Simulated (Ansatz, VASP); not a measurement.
## Cross-check of MgO between VASP and Ansatz

Aim: how closely do two programs agree when they are given the same cell, functional and k mesh? The cell comes out of the VASP series on this material, whose earlier steps may have relaxed, scaled or displaced it; both programs get it as it stands.

Calculated with Ansatz 0.2.0; plane waves, with VASP 6.6.1 beside it; relaxation of cell and atoms at r2SCAN and zone-centre phonons at r2SCAN.

### Step 1. Set-up

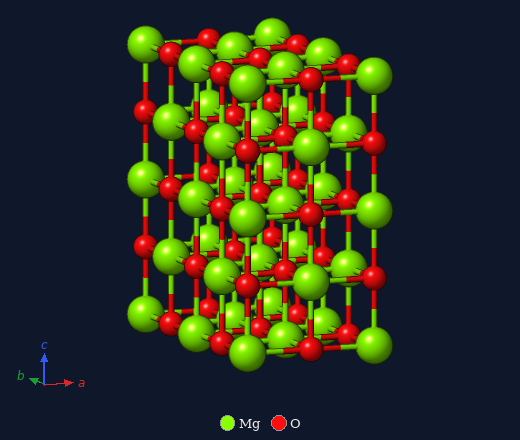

Start, viewed slightly off an axis; magnesium green, oxygen red. 1×2×2 cells are drawn. This picture shows the conventional cell, with its axes. Some periodic images of atoms are drawn too.

Coordinates:

```cif
data_structure
_symmetry_space_group_name_H-M 'Fm-3m'
_symmetry_Int_Tables_number 225
_cell_length_a 4.1948
_cell_length_b 4.1948
_cell_length_c 4.1948
_cell_angle_alpha 90.000
_cell_angle_beta 90.000
_cell_angle_gamma 90.000
_cell_volume 73.81
loop_
_atom_site_label
_atom_site_type_symbol
_atom_site_symmetry_multiplicity
_atom_site_Wyckoff_symbol
_atom_site_fract_x
_atom_site_fract_y
_atom_site_fract_z
_atom_site_occupancy
Mg1 Mg 4 a 0.00000 0.00000 0.00000 1
O1 O 4 b 0.50000 0.00000 0.00000 1
```

### Step 2. Ansatz: relaxation of cell and atoms, r2SCAN

Ansatz runs on its default PAW (the set named soft_2) files.

The relaxed volume is the usual yardstick between codes: its relative difference is about their pressure difference at one cell divided by the bulk modulus.

The input, input.yaml:

```yaml
crystal:
  lattice:
    - [0.0, 2.0973980938, 2.0973980938]
    - [2.0973980938, 0.0, 2.0973980938]
    - [2.0973980938, 2.0973980938, 0.0]
  atoms:
    - { symbol: Mg, position: [0.0, 0.0, 0.0] }
    - { symbol: O, position: [0.5, 0.5, 0.5] }
hamiltonian:
  xc: r2scan
  pseudopotentials: { kind: paw }
kpoints:
  mp_grid: { grid: [8, 8, 8] }
scf:
  occupations: { method: gaussian, width: 0.05 }
relax:
  f_tol: 0.01
  max_steps: 60
  cell: { stress_tol: 0.05 }
output:
  forces: true
  stress: true
```

Run with:

```bash
$ ansatz run input.yaml --threads 4 --pin off --max-ram 9216MiB --backend cpu --events-out ev --progress --plain --runs-dir out
```

Numbers of over 12 decimals in the logs are rounded to 6 here.

The program printed:

```text
Engine: ansatz 0.2.0, aarch64-unknown-linux-gnu
Pseudopotentials: kind: paw
Pseudopotential: Mg, paw, valence charge 10, recommended cutoff 500 eV (meta_gga), Mg.paw.azcp
Pseudopotential: O, paw, valence charge 6, recommended cutoff 500 eV (meta_gga), O.paw.azcp
Functional definition: r2SCAN
  parameter k0 = 0.174
  parameter k1 = 0.065
  parameter a1 = 4.9479
  exchange = r2scan_x(k0 = k0, k1 = k1, a1 = a1)
  correlation = r2scan_c
Crystal: 2 atoms, lattice volume = 18.453 Å³
Basis set: ecut = 500 eV, 459 PW (Γ), exchange–correlation on 96×96×96 points (64 copies of the dense FFT grid, shifted against one another)
Bands: 12, of which v1, the nominal top of the filled ones, is band 8 counted from 1 (7 counted from 0)
Symmetry: 48 space group operations
Space group: Fm-3m (ITA 225), of the structure as read, at distance tolerance 2.6e-5 Å
k-points: 29 of 512
Non-local potential: Mg, projectors of the file, l = 0: 3, l = 1: 2, l = 2: 1
Non-local potential: O, projectors of the file, l = 0: 2, l = 1: 2, l = 2: 1
PAW form: soft (Blöchl's): semilocal exchange-correlation on the pseudo side does not see the compensation charge
PAW frozen core: Mg, regenerated for the run's functional (the file was generated under x = pbe(κ = 0.804, μ = 0.219515), c = pbe(β = 0.066725))
PAW frozen core: O, regenerated for the run's functional (the file was generated under x = pbe(κ = 0.804, μ = 0.219515), c = pbe(β = 0.066725))
PAW one-centre angular grid: Mg, 302 points (default); XC on 224 Gauss nodes
PAW one-centre angular grid: O, 302 points (default); XC on 160 Gauss nodes
Initial density: superposition of atomic densities (neutral atoms: chi_scale 0, normalization atom), corrected by the library's trained network
Initial wavefunctions: pseudopotential atomic-orbital guess
Functional: x = r2scan, c = r2scan; τ floored in thin density (d = 2e-4 eV/Å³)
SCF iter   1: F=—  HF=-2498.249223 eV  |F-HF|=—  |Δ(HF+E_count)|=         —  Δρ=9.83e-3  dr2=1.02e-2  dr2_τ=7.26e-2  ethr=1.77e-3  ⟨swp⟩=5.7  Hψ=2050  notcnv=0
preconditioner: auto → none  [insulator: Δε(μ)=5.670 eV  Ē_g=20.151 eV  σ=0.050 eV  W_gap=1.00  n_scr=8 (ndim 8)  ℏωp=24.4 eV  f_vac=0.000  D(μ)=0.00/eV (n_scr^D=0)  ε∞_Penn≈2.5]
SCF iter   2: F=—  HF=-2498.334475 eV  |F-HF|=—  |Δ(HF+E_count)|=   8.53e-2  Δρ=4.72e-3  dr2=1.62e-3  dr2_τ=2.30e-4  ethr=6.35e-5  ⟨swp⟩=2.0  Hψ=925  notcnv=0
SCF iter   3: F=—  HF=-2498.334528 eV  |F-HF|=—  |Δ(HF+E_count)|=   5.26e-5  Δρ=9.56e-4  dr2=8.28e-5  dr2_τ=1.39e-5  ethr=1.01e-5  ⟨swp⟩=2.0  Hψ=461  notcnv=0
SCF iter   4: F=—  HF=-2498.334524 eV  |F-HF|=—  |Δ(HF+E_count)|=   3.20e-6  Δρ=2.04e-4  dr2=4.87e-6  dr2_τ=7.70e-7  ethr=5.17e-7  ⟨swp⟩=2.0  Hψ=446  notcnv=0
iter 5 did not close the SCF: its close was put off for the readings that it lacked (scf_convergence_deferred on its scf_iter line)
SCF iter   5: F=-2498.334523 eV  HF=-2498.334523 eV  |F-HF|=7.20e-8  |Δ(HF+E_count)|=   1.30e-6  Δρ=2.81e-5  dr2=7.02e-8  dr2_τ=1.92e-8  ethr=3.05e-8  ⟨swp⟩=2.0  Hψ=453  notcnv=0
SCF iter   6: F=-2498.334523 eV  HF=-2498.334523 eV  |F-HF|=8.23e-10  |Δ(HF+E_count)|=   9.35e-8  Δρ=8.69e-6  dr2=2.74e-9  dr2_τ=1.12e-9  ethr=4.39e-10  ⟨swp⟩=2.1  Hψ=1092  notcnv=0
SCF 1 converged in 6 iterations: F = -2498.334523 eV  dr2 = 2.74e-9
  greatest PAW one-centre occupation: 1.000 electrons in one spin orbital (limit 2), on the Mg atom at site 0 (counted from 0), in its partial waves of l = 0
relax step   1: F+E_penalty+E_count = -2498.33452317 eV  Δ(F+E_penalty+E_count) = +0.000e0 eV  max|allowed force component| = 9.253e-30 eV/Å  Δτ_max = 0.0000 Å  P = +1.166 GPa  Ω = 18.453 Å³  (6 SCF iters, dr2 threshold 1.00e-7 eV, accepted)
[...]
relax step   2: F+E_penalty+E_count = -2498.33480719 eV  Δ(F+E_penalty+E_count) = -2.840e-4 eV  max|allowed force component| = 4.799e-30 eV/Å  Δτ_max = 0.0000 Å  P = +0.664 GPa  Ω = 18.508 Å³  energy of the carried Pulay correction = -2.716e-5 eV  (3 SCF iters, dr2 threshold 2.00e-7 eV, accepted)
[...]
relax step   3: F+E_penalty+E_count = -2498.33492366 eV  Δ(F+E_penalty+E_count) = -1.165e-4 eV  max|allowed force component| = 7.519e-30 eV/Å  Δτ_max = 0.0000 Å  P = +0.009 GPa  Ω = 18.580 Å³  energy of the carried Pulay correction = -6.321e-5 eV  (4 SCF iters, dr2 threshold 2.00e-7 eV, accepted)
[...]
relax step   4: F+E_penalty+E_count = -2498.33498469 eV  Δ(F+E_penalty+E_count) = -6.103e-5 eV  max|allowed force component| = 2.720e-30 eV/Å  Δτ_max = 0.0000 Å  P = +0.007 GPa  Ω = 18.580 Å³  stress off target by 6.60e-3 GPa  SCF on the basis re-selected at this cell (its energy is not comparable with the rows above)  (5 SCF iters)
basis re-selected at this cell: Δ(F+E_penalty+E_count) = -6.103e-5 eV, ΔP = -0.002 GPa vs the last step (what re-selecting the basis moved, of the pressure what is left beyond the Pulay correction that the steps carried, after the strain that the cell walked since its last selection, with what the two solves' SCF thresholds leave and, on support functions, any second-order correction that the steps lacked; it is no m [...]
SCF converged after 5 iterations
Free energy (F): -2498.334985 eV
Harris-Foulkes:  -2498.334985 eV  (|F-HF|=5.00e-12)
Internal energy: -2498.334985 eV  (E = F + TS)
E sigma→0 (E₀):  -2498.334985 eV
Fermi energy:    10.627932 eV
--- Per-component energies (eV) ---
  E_band       = -311.239797
  E_kinetic    = 256.746911
  E_local      = -1601.560974  (includes V_loc(G=0)·N_el)
  E_nonlocal   = 142.538327
  E_hartree    = 554.992150
  E_xc         = -103.293499
  E_vxc        = -149.070326  (∫ρ·V_xc dr)
  E_paw        = -455.984065  (= ΣΔE_a)
  E_vpaw       = -79.516101  (= ΣTr[D̂ρ^β])
  E_aug_tail   = 0.001032  (compensation charges beyond the density's cutoff)
  E_vtau       = 9.637023  (kinetic-family band-sum trace: ∫τ·v_τ [+ j·A + Jᵃ·Aᵃ] dr)
  E_ewald      = -1291.716716
  E_core_change = -0.058149  (= ΣΔE_core)
  E_smearing   = -0.000000  (= −TS)
  E_closure    = 0.000000  (closes the sum)
  Σ components = -2498.334985   (vs F -2498.334985, Δ=0.00e0)
--- Forces (eV/Å), atoms counted from 1 ---
  atom   1  Mg    -0.00000000    -0.00000000     0.00000000
  atom   2  O      0.00000000    -0.00000000     0.00000000
  max |Σ_I F_I| component: 5.08e-30 eV/Å
--- Stress (GPa, compression-positive) ---
        0.006596      -0.000000      -0.000000
       -0.000000       0.006596      -0.000000
       -0.000000      -0.000000       0.006596
  P = ⅓ Tr σ = 0.0066 GPa (0.066 kbar)
--- Relaxed structure (3 steps of the walk, 3 accepted, 1 SCFs on fresh bases) ---
  F+E_penalty+E_count = -2498.33498469 eV   max|allowed force component| = 2.720e-30 eV/Å   (the final SCF, on the basis selected at the relaxed cell)
  cell:  # Å, volume = 18.5803 Å³
    - [0, 2.102199, 2.102199]
    - [2.102199, 0, 2.102199]
    - [2.102199, 2.102199, 0]
  atoms:
    - { symbol: Mg, position: [0, 0, 0] }
    - { symbol: O, position: [0.5, 0.5, 0.5] }
```

Wall time 1.7 s (4 threads of Arm Neoverse V1, shared host); peak memory 0.33 GiB.

### Step 3. VASP: relaxation of cell and atoms, r2SCAN

The same cell, functional, mesh and smearing now go to VASP, with its own data sets and cutoff.

Lines of VASP's logs that name or quote its potential files are left out, and so is its time.

The input, INCAR:

```
SYSTEM = MgO
PREC = Accurate
ENCUT = 520
EDIFF = 1E-06
NELM = 100
ISMEAR = 0
SIGMA = 0.05
LREAL = .FALSE.
ALGO = Normal
METAGGA = R2SCAN
LASPH = .TRUE.
NBANDS = 10
LORBIT = 11
LWAVE = .FALSE.
LCHARG = .FALSE.
KPAR = 2
IBRION = 2
NSW = 60
ISIF = 3
EDIFFG = -0.01
```

The input, POSCAR:

```
MgO
1.0
    0.0000000000      2.0973980938      2.0973980938
    2.0973980938      0.0000000000      2.0973980938
    2.0973980938      2.0973980938      0.0000000000
Mg O
1 1
Direct
    0.0000000000      0.0000000000      0.0000000000
    0.5000000000      0.5000000000      0.5000000000
```

The input, KPOINTS:

```
Automatic mesh
0
Gamma
8 8 8
0 0 0
```

Potentials, in the order of the species: Mg and O (PBE family, release 64).

Run with:

```bash
$ mpirun -np 2 vasp_std
```

The program printed:

```text
[banner, memory and clock lines left out]
running    2 mpi-ranks, on    1 nodes
 distrk:  each k-point on    1 cores,    2 groups
 distr:  one band on    1 cores,    1 groups

 POSCAR found type information on POSCAR MgO
 POSCAR found :  2 types and       2 ions
|                                                                             |
|               ----> ADVICE to this user running VASP <----                  |
|                                                                             |
|     You enforced a specific xc type in the INCAR file but a different       |
|     [... a line on the potential file left out ...]
|     I HOPE YOU KNOW WHAT YOU ARE DOING!                                     |
|                                                                             |

 LDA part: xc-table for (None), standard interpolation
 POSCAR, INCAR and KPOINTS ok, starting setup
 FFT: planning ... GRIDC
 FFT: planning ... GRID_SOFT
 FFT: planning ... GRID
 WAVECAR not read
 entering main loop
       N       E                     dE             d eps       ncg     rms          rms(c)
DAV:   1     0.865732357341E+01    0.86573E+01   -0.48521E+03   692   0.736E+02
DAV:   2    -0.192803365544E+02   -0.27938E+02   -0.27313E+02   654   0.150E+02
DAV:   3    -0.198378237367E+02   -0.55749E+00   -0.55705E+00   672   0.188E+01
DAV:   4    -0.198392623933E+02   -0.14387E-02   -0.14386E-02   640   0.108E+00
DAV:   5    -0.198392676379E+02   -0.52446E-05   -0.52447E-05   664   0.657E-02    0.683E+00
DAV:   6    -0.160847530238E+02    0.37545E+01   -0.56366E+00   596   0.140E+01    0.195E+00
DAV:   7    -0.161521170292E+02   -0.67364E-01   -0.22848E-01   630   0.372E+00    0.143E+00
DAV:   8    -0.161641542503E+02   -0.12037E-01   -0.55759E-02   580   0.255E+00    0.478E-01
DAV:   9    -0.161614034371E+02    0.27508E-02   -0.87630E-03   608   0.671E-01    0.131E-01
DAV:  10    -0.161613484723E+02    0.54965E-04   -0.93871E-04   636   0.236E-01    0.211E-02
DAV:  11    -0.161613656853E+02   -0.17213E-04   -0.80419E-06   630   0.302E-02    0.619E-03
DAV:  12    -0.161613668968E+02   -0.12115E-05   -0.37943E-07   334   0.488E-03    0.312E-03
DAV:  13    -0.161613667577E+02    0.13912E-06   -0.75979E-07   324   0.649E-03
   1 F= -.16161367E+02 E0= -.16161367E+02  d E =-.161614E+02
 curvature:   0.00 expect dE= 0.000E+00 dE for cont linesearch  0.000E+00
 trial: gam= 0.00000 g(F)=  0.687E-66 g(S)=  0.167E-06 ort = 0.000E+00 (trialstep = 0.100E+01)
 search vector abs. value=  0.167E-06
 reached required accuracy - stopping structural energy minimisation
```

Parts of OUTCAR (step 3):

```text
ion  position               nearest neighbor table
   1  0.000  0.000  0.000-   2 2.10   2 2.10   2 2.10   2 2.10   2 2.10   2 2.10
   2  0.500  0.500  0.500-   1 2.10   1 2.10   1 2.10   1 2.10   1 2.10   1 2.10

  LATTYP: Found a face centered cubic cell.
 ALAT       =     4.1947961876

 Subroutine GETGRP returns: Found 48 space group operations
 (whereof 48 operations were pure point group operations)

The static configuration has the point symmetry O_h .

 Found     29 irreducible k-points:

   k-points           NKPTS =     29   k-points in BZ     NKDIM =     29   number of bands    NBANDS=     10

   dimension x,y,z NGX =    24 NGY =   24 NGZ =   24
   dimension x,y,z NGXF=    48 NGYF=   48 NGZF=   48

   ENCUT  =  520.0 eV  38.22 Ry    6.18 a.u.   5.52  5.52  5.52*2*pi/ulx,y,z

   NELECT =       8.0000    total number of electrons

 k-points in reciprocal lattice and weights: Automatic mesh
   0.00000000  0.00000000  0.00000000       0.002
   0.12500000  0.00000000  0.00000000       0.016
   0.25000000  0.00000000  0.00000000       0.016
   0.37500000  0.00000000  0.00000000       0.016
   0.50000000  0.00000000  0.00000000       0.008
   0.12500000  0.12500000  0.00000000       0.012
   0.25000000  0.12500000  0.00000000       0.047
   0.37500000  0.12500000  0.00000000       0.047
   0.50000000  0.12500000  0.00000000       0.047
[...]
-0.37500000  0.50000000  0.12500000       0.023
  -0.25000000  0.50000000  0.25000000       0.012

 average (electrostatic) potential at core
       1 -38.1567       2 -73.1954

 E-fermi :   3.1101

 k-point     1 :       0.0000    0.0000    0.0000
  band No.  band energies     occupation
      1     -15.3972      2.00000
      2       2.8668      2.00000
      3       2.8668      2.00000
      4       2.8668      2.00000
      5       8.5965      0.00000
      6      19.7729      0.00000
      7      19.7729      0.00000
      8      19.7729      0.00000
      9      23.9537      0.00000
    ...

 k-point     2 :       0.1250    0.0000    0.0000
  band No.  band energies     occupation
      1     -15.2330      2.00000
      2       1.9348      2.00000
      3       2.7587      2.00000
      4       2.7587      2.00000
      5       9.4970      0.00000
      6      18.0969      0.00000
      7      20.1585      0.00000
      8      20.1585      0.00000
      9      24.7949      0.00000
    ...

 k-point     3 :       0.2500    0.0000    0.0000
  band No.  band energies     occupation
      1     -14.8088      2.00000
      2       0.2060      2.00000
      3       2.5091      2.00000
      4       2.5091      2.00000
      5      10.9705      0.00000
      6      16.5821      0.00000
      7      20.7198      0.00000
      8      20.7198      0.00000
      9      24.4095      0.00000
    ...

  Total        0.0015193      0.0015193      0.0015193      0.0000000     -0.0000000      0.0000000
  in kB        0.1319116      0.1319116      0.1319116      0.0000000     -0.0000000      0.0000000
  external PRESSURE =       0.1319116 kB  Pullay stress =       0.0000000 kB

  energy-cutoff  :      520.00
  volume of cell :       18.45
      direct lattice vectors                 reciprocal lattice vectors
     0.000000000  2.097398094  2.097398094    -0.238390605  0.238390605  0.238390605
     2.097398094  0.000000000  2.097398094     0.238390605 -0.238390605  0.238390605
     2.097398094  2.097398094  0.000000000     0.238390605  0.238390605 -0.238390605

 POSITION                                       TOTAL-FORCE (eV/Angst)
 -----------------------------------------------------------------------------------
      0.00000      0.00000      0.00000        -0.000000     -0.000000     -0.000000
      2.09740      2.09740      2.09740         0.000000      0.000000      0.000000
 -----------------------------------------------------------------------------------
    total drift:                               -0.000000     -0.000000      0.000000

  FREE ENERGIE OF THE ION-ELECTRON SYSTEM (eV)
  ---------------------------------------------------
  free  energy   TOTEN  =       -16.1613667577 eV

  energy  without entropy=      -16.1613667577  energy(sigma->0) =      -16.16136676

 reached required accuracy - stopping structural energy minimisation

 total charge
# of ion       s       p       d       tot
------------------------------------------
    1        0.141   0.178   0.076   0.395
    2        1.545   3.595   0.000   5.140
--------------------------------------------------
tot          1.687   3.773   0.076   5.535

[... 3 further parts left out ...]
```

(Continued in part 2 of 2.)

[Lines on the potential files, build, host, timing and source positions are cut from VASP's logs without a mark.]

[Logs are printed without paths, hosts, clocks, repeated set-up lines and the standing remarks that a program may print on its own settings, such as how far it seeks lower states.]

[Hosts, paths, dates, database ids (printed as entryN), source tags and the programs' standing remarks are cut or masked in the printed files.]
